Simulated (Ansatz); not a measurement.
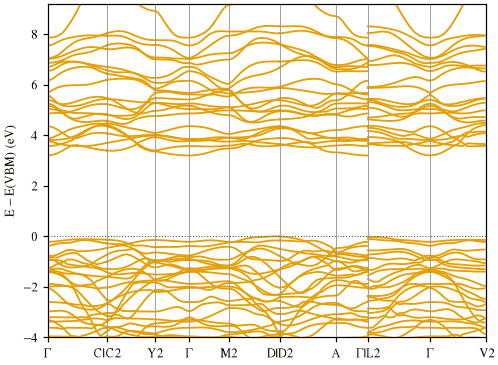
Fig. 1. Band structure from r²SCAN in the plane-wave PAW code Ansatz

Read off the gap and where the band edges lie.

About 3.2 eV (3.20 eV by a search for the band edges); maximum on the M2–D line, 90 % of the way from M2, minimum at Γ.

The material is TiO2 in space group C2/m (No. 12; Pearson symbol mS24).

The workflow started from a Materials Project entry (that database holds measured and hypothetical structures alike); the Crystallography Open Database copy checked does not list it. It is not the phase usual at ambient conditions (space group No. 61, 136, 141). The cell was relaxed with r²SCAN under the symmetry of its start; its stability against distortions is not shown here. No spin polarisation was allowed.

Potentials: the later of the program's two PAW sets.
